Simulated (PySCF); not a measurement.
System: C4H11NSi2 (SMILES C=CN1[SiH2]CC[SiH2]1).

```xyz
18

C     2.9183    0.3536    0.4294
C     1.7873    0.9872    0.1533
N     0.5437    0.4089    0.0163
Si   -0.8768    1.3898   -0.2577
C    -2.1783    0.0341   -0.0030
C    -1.5594   -1.3126   -0.3904
Si    0.2727   -1.3167    0.1127
H     3.8444    0.8908    0.5179
H     2.9514   -0.7107    0.5768
H     1.7881    2.0618    0.0177
H    -0.8566    1.9442   -1.6181
H    -0.9458    2.4658    0.7357
H    -2.4657    0.0070    1.0491
H    -3.0926    0.2196   -0.5661
H    -1.6326   -1.4415   -1.4713
H    -2.1151   -2.1382    0.0537
H     0.4973   -1.7982    1.4808
H     1.1110   -2.0387   -0.8485
```

Geometry: GFN2-xTB.

Theory: PBE0/def2-SVPD, SCF density, gas phase in PySCF.

Q: What can the converged electron density and electron localisation function tell about the bonding?

A: C–C (1.33 Å): ρ is about 2.3 e/Å³ halfway; the ELF peaks at about 0.95 between the atoms (a short, multiple covalent bond).
C–N (1.38 Å): ρ at the midpoint is about 2.2 e/Å³; the ELF peaks at about 0.90 between the atoms; a covalent bond.
Si–N (1.75 Å): the density is about 1 e/Å³ at the midpoint; the ELF peaks at about 0.90 between the atoms, as expected for a shared but strongly polarised pair.
C–H (1.07 Å): the density is about 2 e/Å³ at the midpoint; the ELF climbs to about 1 towards the hydrogen, as it does in any bond to H (a covalent bond by its length).

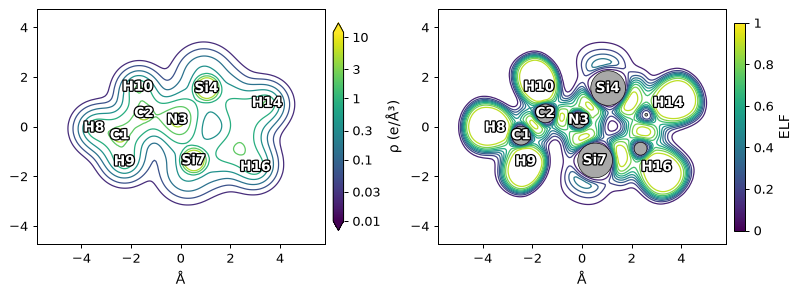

Computed electron density and electron localisation function on the plane of atoms N3, C2 and H10, in this order. Grey discs cover the atomic cores in the ELF map. 
